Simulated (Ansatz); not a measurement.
# Si₂P (doublet): the correlation ladder at a displaced geometry (v2), cc-pVDZ

Aim: climb from Hartree-Fock through coupled cluster for Si₂P (doublet) at one geometry and basis, and see what each rung misses.

Computed with Ansatz 0.2.0, Gaussian basis. Level: cc-pVDZ, core rule «outside noble gas», up to 15 orbitals frozen.

The runs, in order: UHF; CCSD(T) on ROHF; CCSD(T) on UHF; BCCD(T) on ROHF; CISD as a restricted active space (open shells left free, so some higher excitations enter); CCSDT(Q) on ROHF; CCSDT(Q) on UHF.

31 further runs of the same task are left out: 8 for a known fault of the program, 9 that didn't finish, 14 set aside as unsound or not needed. Runs told in other sessions of the task aren't counted.

## 1. The system

The geometry is a PBE0/def2-TZVP stationary point (not a proven minimum) with its atoms shifted at random (size 0.100 Å).

3 atoms, charge 0, spin multiplicity 2.

Atoms are counted from 1 here; the program's logs count them from 0.

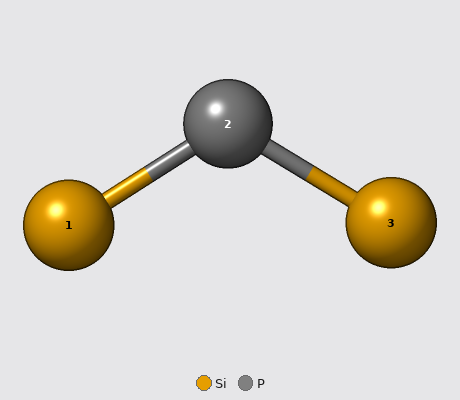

The geometry (silicon amber, phosphorus grey); atoms are numbered from 1 in the order of the file.

Geometry (Å):

```xyz
3
PSi2
Si    0.0870   -0.3818    1.7888
P    -0.0778    0.7142    0.0064
Si   -0.0012   -0.4059   -1.7958
```

In the tables R marks a restricted open-shell determinant and U an unrestricted one; energies count from the table's Hartree-Fock row.

## 2. UHF

in.yaml reads:

```yaml
crystal:
  periodic: [false, false, false]
  atoms:
    - {symbol: Si, position_ang: [0.087044, -0.381804, 1.788780]}
    - {symbol: P, position_ang: [-0.077830, 0.714209, 0.006373]}
    - {symbol: Si, position_ang: [-0.001210, -0.405854, -1.795808]}
basis:
  gaussian: {orbitals: cc-pVDZ}
magnetization: {spin_polarized: true, initial_magnetization: 1}
hamiltonian: {xc: hf}
output: {orbitals: {seedname: orbitals}}
```

The run is started by

```console
$ ansatz run in.yaml --threads 1 --pin off --events-out ev --progress --plain --max-ram 2393MiB
```

Output:

```text
Functional definition: HF
  name "HF"
  cite "Fock, Z. Phys. 61, 126 (1930) doi:10.1007/BF01340294"
  parent pbe
  exchange = exact_x
  correlation = 0
562 factors; integrals over basis functions are off by at most 9.2e-4 eV
mean field evaluation 1: about -24992.6385 eV, gradient 8.4e0 eV
mean field evaluation 2: about -24992.9042 eV, gradient 8.5e0 eV
mean field evaluation 4: about -24993.9588 eV, gradient 2.3e0 eV
mean field evaluation 8: about -24994.2765 eV, gradient 2.1e-1 eV
mean field evaluation 16: about -24994.2803 eV, gradient 5.8e-5 eV
mean field evaluation 32: about -24994.2763 eV, gradient 1.0e-1 eV
mean field evaluation 64: about -24994.2791 eV, gradient 5.8e-2 eV
mean field evaluation 96: about -24994.2732 eV, gradient 1.3e-1 eV
mean field evaluation 128: about -24992.7677 eV, gradient 5.1e0 eV
mean field evaluation 160: about -24994.1185 eV, gradient 6.5e-1 eV
mean field evaluation 192: about -24993.7842 eV, gradient 4.9e-4 eV
mean field evaluation 224: about -24993.7698 eV, gradient 1.0e-1 eV
mean field evaluation 256: about -24994.2803 eV, gradient 2.0e-3 eV
mean field evaluation 288: about -24988.4566 eV, gradient 8.4e0 eV
mean field -24994.28031425 eV, -918.5228598171 hartree, gradient 1.5e-5 eV, S^2 1.065749; 6 other end points of the search recorded, 0 dependent functions left out
reference -24994.28031425 eV, -918.5228598171 hartree; 22, 21 occupied and 32, 33 virtual orbitals, 562 factors
Total energy: -24994.28031425 eV, -918.5228598171 hartree
```

Wall time 2.6 s (1 thread of AMD EPYC 9R45, shared host).

From the report: ⟨S²⟩ of the determinant 1.066 (pure doublet: 0.75).

## 3. CCSD(T) on ROHF

Changes to in.yaml since step 2:

```diff
@@ -8,4 +8,4 @@
   gaussian: {orbitals: cc-pVDZ}
-magnetization: {spin_polarized: true, initial_magnetization: 1}
-hamiltonian: {xc: hf}
-output: {orbitals: {seedname: orbitals}}
+magnetization: {spin_polarized: false, initial_magnetization: 1}
+correlation: {method: ccsd_t, electrons: outside_noble_gas}
+output: {forces: true}
```

Launched as before.

Output, cut to the lines that bear on the results:

```text
Functional definition: HF
  name "HF"
  cite "Fock, Z. Phys. 61, 126 (1930) doi:10.1007/BF01340294"
  parent pbe
[...]
562 factors; integrals over basis functions are off by at most 9.2e-4 eV
[...]
mean field -24993.79085460 eV, -918.5048725065 hartree, gradient 3.1e-6 eV, S^2 0.750000; 25 other end points of the search recorded, 0 dependent functions left out
[...]
determinant -24993.79085460 eV, -918.5048725065 hartree, with singles and doubles -25002.03502520 eV, -918.8078401881 hartree
determinant -24993.62289485 eV, -918.4987000998 hartree, with singles and doubles -25001.63162665 eV, -918.7930155646 hartree
determinant -24993.53433708 eV, -918.4954456617 hartree, with singles and doubles -25001.55913779 eV, -918.7903516484 hartree
determinant -24993.16601634 eV, -918.4819101242 hartree, with singles and doubles -25001.53603093 eV, -918.7895024869 hartree
[...]
15 core orbitals not correlated: weight in the atoms' cores, before any rotation towards them, 1.000 or more for the frozen orbitals, at most 0.000 for the correlated occupied ones
reference -24993.79085460 eV, -918.5048725065 hartree; 7, 6 occupied and 32, 33 virtual orbitals, 562 factors
second order -7.18107606 eV of doubles, -0.08936915 eV of singles
cycle   1  -8.25254597 eV  change   -5.0e-6 eV  update   3.5e-6
[...]
cycle   8  -8.25254499 eV  change   -4.1e-8 eV  update   7.1e-8
perturbative correction -0.51487537 eV, -0.0189213210 hartree
[...]
Total energy: -25002.55827496 eV, -918.8270692621 hartree
Atom 0 at     0.087044    -0.381804     1.788780 Å, force     0.057849    -0.369191     0.691559 eV/Å
Atom 1 at    -0.077830     0.714209     0.006373 Å, force    -0.069093     0.566625    -0.284688 eV/Å
Atom 2 at    -0.001210    -0.405854    -1.795808 Å, force     0.011244    -0.197434    -0.406870 eV/Å
Dipole moment:     0.009792    -0.091756    -0.008967 e Å
```

Run time: 19 s. Hardware: 1 thread of AMD EPYC 9R45, shared host.

From the report: correlation -8.7674 eV; T1 0.055; largest double amplitude 0.11.

## 4. CCSD(T) on UHF

Changes to in.yaml since step 3:

```diff
@@ -8,3 +8,3 @@
   gaussian: {orbitals: cc-pVDZ}
-magnetization: {spin_polarized: false, initial_magnetization: 1}
+magnetization: {spin_polarized: true, initial_magnetization: 1}
 correlation: {method: ccsd_t, electrons: outside_noble_gas}
```

Launched as before.

Output, cut to the lines that bear on the results:

```text
Functional definition: HF
  name "HF"
  cite "Fock, Z. Phys. 61, 126 (1930) doi:10.1007/BF01340294"
  parent pbe
[...]
562 factors; integrals over basis functions are off by at most 9.2e-4 eV
[...]
mean field -24994.28031425 eV, -918.5228598171 hartree, gradient 4.7e-6 eV, S^2 1.065750; 15 other end points of the search recorded, 0 dependent functions left out
determinant -24994.28031425 eV, -918.5228598171 hartree, with singles and doubles -25002.07278289 eV, -918.8092277574 hartree
determinant -24993.78419022 eV, -918.5046275953 hartree, with singles and doubles -25001.57555004 eV, -918.7909547873 hartree
determinant -24993.77098554 eV, -918.5041423322 hartree, with singles and doubles -25001.61667827 eV, -918.7924662220 hartree
determinant -24993.74110990 eV, -918.5030444225 hartree, with singles and doubles -25001.62386741 eV, -918.7927304180 hartree
[...]
15 core orbitals not correlated: weight in the atoms' cores, before any rotation towards them, 1.000 or more for the frozen orbitals, at most 0.000 for the correlated occupied ones
reference -24994.28031425 eV, -918.5228598171 hartree; 7, 6 occupied and 32, 33 virtual orbitals, 562 factors
second order -6.53353774 eV of doubles, -0.00000000 eV of singles
cycle   1  -7.79874179 eV  change   -8.3e-7 eV  update   3.0e-6
[...]
cycle   7  -7.79874209 eV  change   -6.5e-8 eV  update   1.2e-7
perturbative correction -0.46179935 eV, -0.0169708130 hartree
[...]
Total energy: -25002.54085569 eV, -918.8264291158 hartree
Atom 0 at     0.087044    -0.381804     1.788780 Å, force     0.053183    -0.338449     0.639927 eV/Å
Atom 1 at    -0.077830     0.714209     0.006373 Å, force    -0.064556     0.537172    -0.232585 eV/Å
Atom 2 at    -0.001210    -0.405854    -1.795808 Å, force     0.011373    -0.198723    -0.407342 eV/Å
Dipole moment:     0.010355    -0.095911    -0.004689 e Å
```

Wall time 17 s (1 thread of AMD EPYC 9R45, shared host).

From the report: ⟨S²⟩ of the determinant 1.066 (pure doublet: 0.75); correlation -8.2605 eV; T1 0.053; largest double amplitude 0.10.

## 5. BCCD(T) on ROHF

Changes to in.yaml since step 4:

```diff
@@ -8,4 +8,3 @@
   gaussian: {orbitals: cc-pVDZ}
-magnetization: {spin_polarized: true, initial_magnetization: 1}
-correlation: {method: ccsd_t, electrons: outside_noble_gas}
-output: {forces: true}
+magnetization: {spin_polarized: false, initial_magnetization: 1}
+correlation: {method: bccd_t, electrons: outside_noble_gas}
```

The command is unchanged.

Output, cut to the lines that bear on the results:

```text
Functional definition: HF
  name "HF"
  cite "Fock, Z. Phys. 61, 126 (1930) doi:10.1007/BF01340294"
  parent pbe
[...]
562 factors; integrals over basis functions are off by at most 9.2e-4 eV
[...]
mean field -24993.79085460 eV, -918.5048725065 hartree, gradient 3.1e-6 eV, S^2 0.750000; 25 other end points of the search recorded, 0 dependent functions left out
[...]
determinant -24993.79085460 eV, -918.5048725065 hartree, with singles and doubles -25002.03502520 eV, -918.8078401881 hartree
determinant -24993.62289485 eV, -918.4987000998 hartree, with singles and doubles -25001.63162665 eV, -918.7930155646 hartree
determinant -24993.53433708 eV, -918.4954456617 hartree, with singles and doubles -25001.55913779 eV, -918.7903516484 hartree
determinant -24993.16601634 eV, -918.4819101242 hartree, with singles and doubles -25001.53603093 eV, -918.7895024869 hartree
[...]
determinant -24993.62289485 eV, -918.4987000998 hartree, with singles and doubles -25001.63250504 eV, -918.7930478451 hartree
determinant -24993.53433708 eV, -918.4954456617 hartree, with singles and doubles -25001.56132648 eV, -918.7904320813 hartree
determinant -24993.16601634 eV, -918.4819101242 hartree, with singles and doubles -25001.57327144 eV, -918.7908710504 hartree
[...]
15 core orbitals not correlated: weight in the atoms' cores, before any rotation towards them, 1.000 or more for the frozen orbitals, at most 0.000 for the correlated occupied ones
reference -24993.79085460 eV, -918.5048725065 hartree; 7, 6 occupied and 32, 33 virtual orbitals, 562 factors
second order -7.18107606 eV of doubles, -0.08936915 eV of singles
cycle   1  -8.22795556 eV  change    2.5e-2 eV  update   3.0e-2
[...]
cycle  14  -8.23799636 eV  change    7.5e-6 eV  update   1.2e-5
perturbative correction -0.53024335 eV, -0.0194860839 hartree
Total energy: -25002.55909431 eV, -918.8270993726 hartree
```

It took 17 s on 1 thread of AMD EPYC 9R45, shared host.

From the report: correlation -8.7682 eV; largest double amplitude 0.10.

## 6. CISD as a restricted active space (open shells left free, so some higher excitations enter)

Changes to in.yaml since step 5:

```diff
@@ -9,2 +9,2 @@
 magnetization: {spin_polarized: false, initial_magnetization: 1}
-correlation: {method: bccd_t, electrons: outside_noble_gas}
+correlation: {active_space: {ras: {orbitals: [6, 1, 32], electrons: 13, max_holes: 2, max_particles: 2}, fixed_orbitals: true}}
```

Same command.

Output, cut to the lines that bear on the results:

```text
Functional definition: HF
  name "HF"
  cite "Fock, Z. Phys. 61, 126 (1930) doi:10.1007/BF01340294"
  parent pbe
[...]
562 factors; integrals over basis functions are off by at most 9.2e-4 eV
[...]
mean field -24993.79085460 eV, -918.5048725065 hartree, gradient 3.1e-6 eV, S^2 0.750000; 17 other end points of the search recorded, 0 dependent functions left out
reference -24993.79085460 eV, -918.5048725065 hartree; 22, 21 occupied and 32, 33 virtual orbitals, 562 factors
state -25000.89109725 eV, -918.7658016114 hartree
Total energy: -25000.89109725 eV, -918.7658016114 hartree
```

Run time: 7 s. Hardware: 1 thread of AMD EPYC 9R45, shared host.

From the report: 49,942 determinants.

## 7. CCSDT(Q) on ROHF

Changes to in.yaml since step 6:

```diff
@@ -9,2 +9,2 @@
 magnetization: {spin_polarized: false, initial_magnetization: 1}
-correlation: {active_space: {ras: {orbitals: [6, 1, 32], electrons: 13, max_holes: 2, max_particles: 2}, fixed_orbitals: true}}
+correlation: {method: ccsdt_q, electrons: outside_noble_gas}
```

The command is unchanged.

Output, cut to the lines that bear on the results:

```text
Functional definition: HF
  name "HF"
  cite "Fock, Z. Phys. 61, 126 (1930) doi:10.1007/BF01340294"
  parent pbe
[...]
1044 factors; integrals over basis functions are off by at most 1.6e-7 eV
[...]
mean field -24993.79092851 eV, -918.5048752227 hartree, gradient 3.3e-6 eV, S^2 0.750000; 24 other end points of the search recorded, 0 dependent functions left out
[...]
determinant -24993.79092851 eV, -918.5048752227 hartree, with singles and doubles -25002.03510407 eV, -918.8078430866 hartree
determinant -24993.62296052 eV, -918.4987025130 hartree, with singles and doubles -25001.63170255 eV, -918.7930183542 hartree
determinant -24993.53440276 eV, -918.4954480754 hartree, with singles and doubles -25001.55921241 eV, -918.7903543906 hartree
determinant -24993.16607864 eV, -918.4819124138 hartree, with singles and doubles -25001.53610200 eV, -918.7895050985 hartree
[...]
determinant -24993.62296052 eV, -918.4987025130 hartree, with singles and doubles -25001.63258057 eV, -918.7930506208 hartree
determinant -24993.53440276 eV, -918.4954480754 hartree, with singles and doubles -25001.56140083 eV, -918.7904348136 hartree
determinant -24993.16607864 eV, -918.4819124138 hartree, with singles and doubles -25001.57334855 eV, -918.7908738841 hartree
[...]
15 core orbitals not correlated: weight in the atoms' cores, before any rotation towards them, 1.000 or more for the frozen orbitals, at most 0.000 for the correlated occupied ones
reference -24993.79092851 eV, -918.5048752227 hartree; 7, 6 occupied and 32, 33 virtual orbitals, 1044 factors
second order -7.18110041 eV of doubles, -0.08937017 eV of singles
cycle   1  -7.69396385 eV  change   -4.2e-1 eV  update   1.5e-1
[...]
cycle  23  -8.81456049 eV  change   -5.2e-7 eV  update   1.3e-6
perturbative correction -0.05766610 eV, -0.0021191900 hartree
Total energy: -25002.66315509 eV, -918.8309235359 hartree
```

It took 52 s on 1 thread of AMD EPYC 9R45, shared host; peak memory 0.65 GiB.

From the report: correlation -8.8722 eV; T1 0.060; largest double amplitude 0.14.

## 8. CCSDT(Q) on UHF

Changes to in.yaml since step 7:

```diff
@@ -8,3 +8,3 @@
   gaussian: {orbitals: cc-pVDZ}
-magnetization: {spin_polarized: false, initial_magnetization: 1}
+magnetization: {spin_polarized: true, initial_magnetization: 1}
 correlation: {method: ccsdt_q, electrons: outside_noble_gas}
```

Launched as before.

Output, cut to the lines that bear on the results:

```text
Functional definition: HF
  name "HF"
  cite "Fock, Z. Phys. 61, 126 (1930) doi:10.1007/BF01340294"
  parent pbe
[...]
1044 factors; integrals over basis functions are off by at most 1.6e-7 eV
[...]
mean field -24994.28039059 eV, -918.5228626226 hartree, gradient 4.7e-6 eV, S^2 1.065752; 15 other end points of the search recorded, 0 dependent functions left out
determinant -24994.28039059 eV, -918.5228626226 hartree, with singles and doubles -25002.07286165 eV, -918.8092306520 hartree
determinant -24993.78425827 eV, -918.5046300961 hartree, with singles and doubles -25001.57562227 eV, -918.7909574418 hartree
determinant -24993.77105483 eV, -918.5041448784 hartree, with singles and doubles -25001.61675402 eV, -918.7924690057 hartree
determinant -24993.74117583 eV, -918.5030468456 hartree, with singles and doubles -25001.62394404 eV, -918.7927332339 hartree
[...]
determinant -24993.77105483 eV, -918.5041448784 hartree, with singles and doubles -25001.63273537 eV, -918.7930563096 hartree
determinant -24993.74117583 eV, -918.5030468456 hartree, with singles and doubles -25001.63129004 eV, -918.7930031945 hartree
determinant -24993.68770807 eV, -918.5010819415 hartree, with singles and doubles -25001.55937795 eV, -918.7903604741 hartree
15 core orbitals not correlated: weight in the atoms' cores, before any rotation towards them, 1.000 or more for the frozen orbitals, at most 0.000 for the correlated occupied ones
reference -24994.28039059 eV, -918.5228626226 hartree; 7, 6 occupied and 32, 33 virtual orbitals, 1044 factors
second order -6.53355253 eV of doubles, -0.00000000 eV of singles
cycle   1  -7.16606143 eV  change   -6.3e-1 eV  update   1.4e-1
[...]
cycle  23  -8.33348729 eV  change   -1.3e-6 eV  update   1.3e-6
perturbative correction -0.05971000 eV, -0.0021943019 hartree
Total energy: -25002.67358788 eV, -918.8313069336 hartree
```

Wall time 45 s (1 thread of AMD EPYC 9R45, shared host); peak memory 0.51 GiB.

From the report: ⟨S²⟩ of the determinant 1.066 (pure doublet: 0.75); correlation -8.3932 eV; T1 0.061; largest double amplitude 0.13.

## 9. Misses and costs

No level here is safe as a reference; RCCSDT(Q) serves as a yardstick only. Rows without a time are mean-field rows or come out of runs for another level: lower rungs of the coupled-cluster runs, or the Hartree-Fock search. The times of RCCSD(T), UCCSD(T) include forces.

```tsv
method	energy from the lowest ROHF (meV)	from RCCSDT(Q) (meV)	time
ROHF	0.0	+8872.3	
UHF	-489.5	+8382.8	
RMP2	-7270.4	+1601.9	
UMP2	-7023.0	+1849.3	
CISD	-7100.2	+1772.1	7 s
RCCSD	-8252.5	+619.8	
UCCSD	-8288.2	+584.1	
RCCSD(T)	-8767.4	+104.9	19 s
UCCSD(T)	-8750.0	+122.3	17 s
BCCD(T)	-8768.2	+104.1	17 s
RCCSDT	-8814.6	+57.7	
UCCSDT	-8823.0	+49.3	
RCCSDT(Q)	-8872.3	0	52 s
UCCSDT(Q)	-8882.7	-10.4	45 s
```

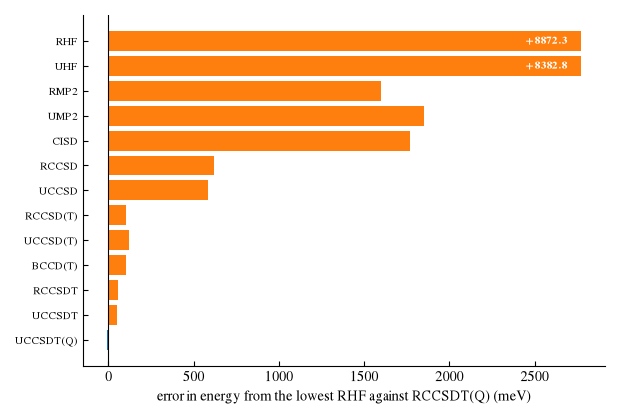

Deviations from RCCSDT(Q), method by method. Bars with a number in them are cut short.

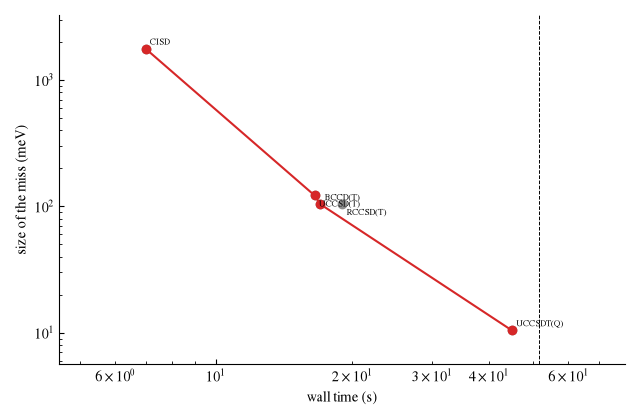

Miss against cost. Red marks the levels that no quicker level drawn beats (of those quicker than the yardstick), and the dashed line is the time of RCCSDT(Q). Times are from a shared host.

## 10. What came out

| quantity | value |
| --- | --- |
| RCCSDT(Q) from the ROHF energy | -8.8723 eV |
| RMP2 from RCCSDT(Q) | +1601.9 meV |
| UMP2 from RCCSDT(Q) | +1849.3 meV |
| RCCSD from RCCSDT(Q) | +619.8 meV |
| RCCSD(T) from RCCSDT(Q) | +104.9 meV |
| UCCSD(T) from RCCSDT(Q) | +122.3 meV |
| UCCSDT(Q) from RCCSDT(Q) | -10.4 meV |
| T1 diagnostic | 0.055 |

**Reading.** RCCSD(T) lands +104.9 meV from the yardstick (1.2 % of the correlation energy). Warnings: spin contamination; large T1 diagnostic.

With open shells the CI space here admits some higher excitations, so it is larger than plain CISD.
